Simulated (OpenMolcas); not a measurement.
## SiF3 (charge −1): excited-state calculation (part 2 of 3)

The same run, continued: SiF3, charge −1; CASPT2/ANO-S-VDZP (OpenMolcas 26.06). The geometry comes from this level: GFN2-xTB.

Geometry of the input (Å):
```
Si -0.0045  0.0058  0.6851
F  1.4283  -0.0310  -0.2170
F  -0.6873  1.2503  -0.2428
F  -0.7365  -1.2251  -0.2253
```

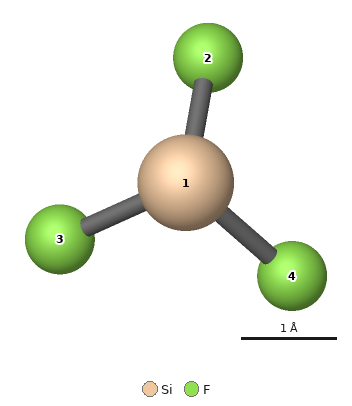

The structure (ball-and-stick view, seen on its broad side; atoms are numbered from 1 in the order of the input).

### Log, continued
```
         18   -0.4685    1.9786
                22 F2     2px    (-0.6564)  24 F2     2py    (-0.1576)  26 F2     2pz    (-0.6897)
         19   -0.6738    1.9847
                 3 SI1    3s     (-0.2706)   9 SI1    3py    (-0.1714)  22 F2     2px    ( 0.2012)  24 F2     2py    (-0.1224)
                34 F3     2s     (-0.1545)  36 F3     2px    (-0.2257)  38 F3     2py    ( 0.4277)  40 F3     2pz    (-0.5544)
                52 F4     2py    ( 0.1180)
         20   -0.4651    1.9777
                24 F2     2py    ( 0.9346)  26 F2     2pz    (-0.2377)
         21   -0.1096    1.4964
                 3 SI1    3s     (-0.8583)  12 SI1    3pz    (-0.5765)  22 F2     2px    (-0.1024)  26 F2     2pz    ( 0.2873)
                38 F3     2py    (-0.1041)  40 F3     2pz    ( 0.2601)  54 F4     2pz    ( 0.2383)
         22    1.0771    0.0144
                 6 SI1    3px    ( 0.3513)   7 SI1    4px    (-0.1381)   9 SI1    3py    (-0.4496)  12 SI1    3pz    ( 0.2855)
                14 SI1    3d2-   ( 0.2177)  15 SI1    3d1-   ( 0.1787)  16 SI1    3d0    ( 0.1138)  17 SI1    3d1+   (-0.2160)
                18 SI1    3d2+   ( 0.1586)  20 F2     2s     (-0.1039)  23 F2     3px    (-0.3889)  25 F2     3py    ( 0.4293)
                27 F2     3pz    (-0.1462)  34 F3     2s     ( 0.3116)  35 F3     3s     (-0.1143)  37 F3     3px    (-0.2540)
                38 F3     2py    (-0.1941)  39 F3     3py    ( 0.3261)  40 F3     2pz    ( 0.2624)  41 F3     3pz    (-0.3960)

         23    0.8795    0.0257
                 4 SI1    4s     ( 0.1396)   6 SI1    3px    (-0.2637)   7 SI1    4px    ( 0.1192)   9 SI1    3py    (-0.1814)
                12 SI1    3pz    ( 0.4861)  17 SI1    3d1+   ( 0.1869)  18 SI1    3d2+   (-0.1304)  20 F2     2s     ( 0.2865)
                22 F2     2px    (-0.2853)  23 F2     3px    ( 0.5245)  25 F2     3py    (-0.2972)  26 F2     2pz    ( 0.1472)
                27 F2     3pz    (-0.2448)  34 F3     2s     ( 0.1926)  36 F3     2px    ( 0.2195)  38 F3     2py    (-0.1637)
                41 F3     3pz    (-0.1782)
         24    0.2272    0.5039
                 6 SI1    3px    ( 1.0206)   7 SI1    4px    ( 0.6221)  17 SI1    3d1+   ( 0.1077)  20 F2     2s     (-0.3059)
                26 F2     2pz    (-0.1522)  34 F3     2s     ( 0.1440)  36 F3     2px    (-0.1884)  48 F4     2s     ( 0.1391)
                50 F4     2px    (-0.1861)
         25    1.0142    0.0205
                 3 SI1    3s     (-0.1651)   6 SI1    3px    (-0.1995)   7 SI1    4px    (-0.3043)  13 SI1    4pz    (-0.1035)
                16 SI1    3d0    (-0.1277)  18 SI1    3d2+   ( 0.1245)  23 F2     3px    ( 0.4982)  25 F2     3py    ( 0.2946)
                27 F2     3pz    ( 0.8259)  36 F3     2px    ( 0.1207)  50 F4     2px    ( 0.1942)  51 F4     3px    ( 0.1044)

         26    0.9444    0.0228
                 6 SI1    3px    ( 0.1502)   7 SI1    4px    (-0.1834)   9 SI1    3py    (-0.1578)  10 SI1    4py    ( 0.1662)
                12 SI1    3pz    (-0.1227)  17 SI1    3d1+   (-0.1305)  18 SI1    3d2+   ( 0.1384)  20 F2     2s     (-0.1339)
                22 F2     2px    ( 0.1235)  23 F2     3px    (-0.1977)  24 F2     2py    ( 0.1014)  25 F2     3py    (-0.7927)
                26 F2     2pz    (-0.1047)  27 F2     3pz    ( 0.3368)  34 F3     2s     ( 0.1420)  36 F3     2px    ( 0.1395)
                50 F4     2px    (-0.1622)
--

      Von Neumann Entropy (Root   1) =  0.35814

      Mulliken population analysis for root number:  1
      -----------------------------------------------

++    Molecular charges:
      ------------------

      Mulliken charges per centre and basis function type
      ---------------------------------------------------

                SI1     F2      F3      F4
      1s       2.0000  1.9999  1.9999  1.9999
      2s       2.0009  1.9541  1.9508  1.9531
      2px      1.9998  1.7873  1.9181  1.9157
      2pz      1.9998  1.8510  1.8663  1.8850
      2py      1.9998  1.9080  1.8457  1.8555
      3s       1.5149 -0.0067 -0.0081 -0.0083
      3px      0.2067  0.0018 -0.0078 -0.0086
      3pz      0.8158  0.0084 -0.0110 -0.0159
      3py      0.2168  0.0163 -0.0099 -0.0120
      4s       0.0547  0.0000  0.0000  0.0000
      3d2+     0.0831  0.0014  0.0007  0.0007
      3d1+     0.0723  0.0025  0.0010  0.0010
      3d0      0.0922  0.0008  0.0008  0.0008
      3d1-     0.0713  0.0005  0.0021  0.0019
      3d2-     0.0905  0.0006  0.0011  0.0011
      4px      0.0514  0.0000  0.0000  0.0000
      4pz      0.0391  0.0000  0.0000  0.0000
      4py      0.0452  0.0000  0.0000  0.0000
      Total   13.3542  9.5259  9.5499  9.5700

      N-E      0.6458 -0.5259 -0.5499 -0.5700

      Total electronic charge=   42.000000

      Total            charge=   -1.000000
--

      Expectation values of various properties for root number:  1
      -----------------------------------------------------------

++    Molecular properties:
      ---------------------

      Charge (e):
                      =   -1.0000
      Dipole Moment (debye):
      Origin of the operator (angstrom)=   -0.0005    0.0006    0.0724
                   X=  1.3249E-01               Y=  8.7798E-02               Z= -2.7433E-01           Total=  3.1705E-01
      Center of Charge (angstrom)
                     X=   -0.02805646               Y=   -0.01766938               Z=    0.12949654
      Quadrupole Moment (debye*angstrom):
      Origin of the operator (angstrom)=   -0.0005    0.0006    0.0724
                  XX= -3.5057E+01              XY= -7.0035E-02              XZ= -1.7018E-01              YY= -3.5699E+01
                  YZ= -3.4294E-02              ZZ= -3.5605E+01
      In traceless form (debye*angstrom)
                  XX=  5.9513E-01              XY= -1.0505E-01              XZ= -2.5527E-01              YY= -3.6793E-01
                  YZ= -5.1441E-02              ZZ= -2.2720E-01
--

      LoProp population analysis for root number:  1
      -----------------------------------------------

++    LoProp analysis:
      ----------------

++    Static properties:
      ------------------

      LoProp Charges per center

                   SI1      F2       F3       F4
      Nuclear     14.0000   9.0000   9.0000   9.0000
      Electronic -13.1879  -9.5789  -9.6080  -9.6252

      Total        0.8121  -0.5789  -0.6080  -0.6252
--

      Natural Bond Order analysis for root number:  1

++    Natural Bond Order analysis
      ---------------------------
      Based on LoProp computed density
      -------------------------------------------------------------------------------------
      Atom A       Atom B       Bond Order
      -------------------------------------------------------------------------------------
      NBO located      0.989 non-bonded electrons on atom SI1
      NBO located      1.000 non-bonded electrons on atom SI1
      NBO located      0.999 non-bonded electrons on atom SI1
      NBO located      0.998 non-bonded electrons on atom SI1
      NBO located      0.998 non-bonded electrons on atom SI1
      NBO located      1.000 non-bonded electrons on atom F2
      NBO located      1.020 non-bonded electrons on atom F2
      NBO located      0.980 non-bonded electrons on atom F2
      NBO located      1.000 non-bonded electrons on atom F3
      NBO located      1.016 non-bonded electrons on atom F3
      NBO located      1.000 non-bonded electrons on atom F4
      NBO located      1.016 non-bonded electrons on atom F4
      The remaining    9.286 electrons are to be considered as diffuse
--

--

      Von Neumann Entropy (Root   2) =  1.33800

      Mulliken population analysis for root number:  2
      -----------------------------------------------

++    Molecular charges:
      ------------------

      Mulliken charges per centre and basis function type
      ---------------------------------------------------

                SI1     F2      F3      F4
      1s       2.0000  1.9999  1.9999  1.9999
      2s       2.0009  1.9543  1.9482  1.9529
      2px      1.9998  1.7765  1.9183  1.9184
      2pz      1.9998  1.8067  1.8243  1.8569
      2py      1.9998  1.9095  1.8357  1.8527
      3s       0.9998 -0.0291 -0.0108 -0.0105
      3px      0.8917 -0.0025 -0.0321 -0.0329
      3pz      0.4862  0.0058 -0.0040 -0.0076
      3py      0.2213  0.0154 -0.0106 -0.0131
      4s       0.0469  0.0000  0.0000  0.0000
      3d2+     0.0973  0.0013  0.0007  0.0007
      3d1+     0.1065  0.0027  0.0011  0.0011
      3d0      0.0775  0.0009  0.0008  0.0008
      3d1-     0.0719  0.0005  0.0023  0.0020
      3d2-     0.0896  0.0006  0.0010  0.0011
      4px      0.3922  0.0000  0.0000  0.0000
      4pz      0.0321  0.0000  0.0000  0.0000
      4py      0.0465  0.0000  0.0000  0.0000
      Total   13.5600  9.4425  9.4749  9.5226

      N-E      0.4400 -0.4425 -0.4749 -0.5226

      Total electronic charge=   42.000000

      Total            charge=   -1.000000
--

      Expectation values of various properties for root number:  2
      -----------------------------------------------------------

++    Molecular properties:
      ---------------------

      Charge (e):
                      =   -1.0000
      Dipole Moment (debye):
      Origin of the operator (angstrom)=   -0.0005    0.0006    0.0724
                   X=  4.9852E-01               Y=  1.5503E-01               Z=  7.2088E-01           Total=  8.9007E-01
      Center of Charge (angstrom)
                     X=   -0.10426186               Y=   -0.03166738               Z=   -0.07770063
      Quadrupole Moment (debye*angstrom):
      Origin of the operator (angstrom)=   -0.0005    0.0006    0.0724
                  XX= -5.3440E+01              XY=  2.1049E-01              XZ=  5.6476E-01              YY= -4.0197E+01
                  YZ= -1.0838E-01              ZZ= -3.7049E+01
      In traceless form (debye*angstrom)
                  XX= -1.4817E+01              XY=  3.1573E-01              XZ=  8.4715E-01              YY=  5.0477E+00
                  YZ= -1.6257E-01              ZZ=  9.7694E+00
--

      LoProp population analysis for root number:  2
      -----------------------------------------------

++    LoProp analysis:
      ----------------

++    Static properties:
      ------------------

      LoProp Charges per center

                   SI1      F2       F3       F4
      Nuclear     14.0000   9.0000   9.0000   9.0000
      Electronic -13.2698  -9.5676  -9.5613  -9.6014

      Total        0.7302  -0.5676  -0.5613  -0.6014
--

      Natural Bond Order analysis for root number:  2

++    Natural Bond Order analysis
      ---------------------------
      Based on LoProp computed density
      -------------------------------------------------------------------------------------
      Atom A       Atom B       Bond Order
      -------------------------------------------------------------------------------------
      NBO located      0.991 non-bonded electrons on atom SI1
      NBO located      1.000 non-bonded electrons on atom SI1
      NBO located      0.999 non-bonded electrons on atom SI1
      NBO located      0.998 non-bonded electrons on atom SI1
      NBO located      0.998 non-bonded electrons on atom SI1
      NBO located      0.999 non-bonded electrons on atom F2
      NBO located      0.988 non-bonded electrons on atom F2
      NBO located      0.978 non-bonded electrons on atom F2
      NBO located      1.000 non-bonded electrons on atom F3
      NBO located      1.003 non-bonded electrons on atom F3
      NBO located      1.000 non-bonded electrons on atom F4
      NBO located      1.003 non-bonded electrons on atom F4
      The remaining    9.154 electrons are to be considered as diffuse
--

--

      Average orbitals are written to the RASORB file
      Natural orbitals for root   1 are written to the RASORB.1 file
      Natural orbitals for root   2 are written to the RASORB.2 file
      Spin density orbitals for root   1 are written to the SPDORB.1 file
      Spin density orbitals for root   2 are written to the SPDORB.2 file

--- Stop Module: rasscf /rc=_RC_ALL_IS_WELL_ ---
           step7.SpdOrb.1 step7.SpdOrb.2 xmldump
--- Module rasscf spent 4 seconds ---

--- Start Module: caspt2 ---

                                              &CASPT2

                       available to each process: 1.9 GB of memory, 1 thread

++    Wave function specifications:
      -----------------------------

      Number of closed shell electrons          22
      Number of electrons in active shells      10
      Max number of holes in RAS1 space          0
      Max number of electrons in RAS3 space      0
      Number of inactive orbitals               11
      Number of active orbitals                 10
      Number of secondary orbitals              34
      Spin quantum number                      0.0
      State symmetry                             1
      Number of CSFs                         19404
      Number of CASSCF root(s) available         2
      CASPT2 state passed to geometry opt.       2
      A file JOBMIX will be created
      This is a MULTI-STATE CASSCF reference
      Number of CI roots used                    2
      These are:                                 1   2
      Off-diagonal elements of Heff are computed
--

++    Orbital specifications:
      -----------------------

      Symmetry species                           1
                                                 a
      Frozen orbitals                            5
      Inactive orbitals                         11
      Active orbitals                           10
      Secondary orbitals                        34
      Deleted orbitals                           0
      Number of basis functions                 60
--

++    CASPT2 specifications:
      ----------------------

      Type of calculation                        MS-CASPT2
      Fock operator                              state-specific
      IPEA shift                                 0.00
      Real shift                                 0.00
      Imaginary shift                            0.10
      The input orbitals will be transformed to quasi-canonical
--

--------------------------------------------------------------------------------
 Estimated memory requirements:
  POLY3 :                  3551880
  RHS:                      411700
  SIGMA :                   549200
  PRPCTL:                        0
 Available workspace:    232436560

++ CASPT2 computation for group   1

********************************************************************************
 Multi-State initialization phase begins for group   1
--------------------------------------------------------------------------------
********************************************************************************
 Compute H0 matrices for state    1
--------------------------------------------------------------------------------
--------------------------------------------------------------------------------
 H0 matrices have been computed.

********************************************************************************
  CASPT2 EQUATION SOLUTION
--------------------------------------------------------------------------------

  Total nr of CASPT2 parameters:
   Before reduction:      422300
   After  reduction:      421476

 Variance of |WF0>:       2.9058588837

 The contributions to the second order correlation energy in atomic units.
```
